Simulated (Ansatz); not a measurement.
Pd under a change: Pd vacancy, symmetric start

Start from a 27-atom supercell of Pd in the fcc (Cu type) structure (space group Fm-3m, No. 225; a = 3.8755 Å) at its relaxed geometry.

Modification: a neutral Pd vacancy, symmetric start, atoms relaxed at fixed cell.

Calculations: PBEsol (Ansatz, a first-principles code; PAW; 420 eV plane waves; spin-orbit coupling left out), earlier PAW set. k-mesh 5×5×5 (Γ-centred); smearing 0.05 eV (Fermi–Dirac).

The pressure falls by 2.7 GPa to -2.9 GPa and the energy gained by relaxation amounts to 0.12 eV. The largest displacement of a host atom from its site in the perfect cell amounts to 0.04 Å and the mean distance from the defect site to its nearest host atoms drops by 0.04 Å, from 2.74 Å to 2.70 Å. The formation energy E(defect cell) − (N_defect/N_perfect) E(perfect cell), N the atom counts comes out as 1.5 eV.

Measured vacancy formation energy of Pd: 1.85 eV (temperature not stated; as listed in Michael J. Mehl, Dimitrios A. Papaconstantopoulos, Phys. Rev. B (1996)); the computed value is for a static lattice, so the two differ by thermal effects too.

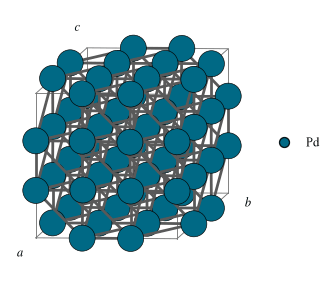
Figure. The relaxed cell after the change

In so small a cell the defect repeats every few ångströms: this is an ordered compound, not a dilute defect. The defect started on the symmetric site and kept its symmetry, so it may sit on a saddle. The final runs are not spin-polarised. Pd lies near a magnetic instability that expansion can trigger; it was not tested. The defect cell is not spin-polarised.
